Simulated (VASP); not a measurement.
Band structure of SrZrS$_{3}$ (space group Pm-3m). Method: PBE GGA, VASP's PBE PAW potentials (set 64) (plane waves; VASP).

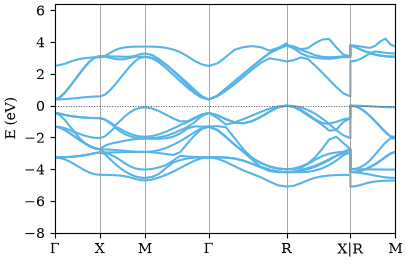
Figure. Bands along high-symmetry lines, zero at the valence-band maximum or, without a gap, the Fermi level

**Question.** Read the plot: is there a gap, and where are the band edges?

**Answer.** The gap is indirect, 0.39 eV, from the valence maximum at R to the conduction minimum at Γ.

The structure was generated: SrZrS3 was put into an ordered model structure, which need not be its known phase. The cell was not relaxed at this level.
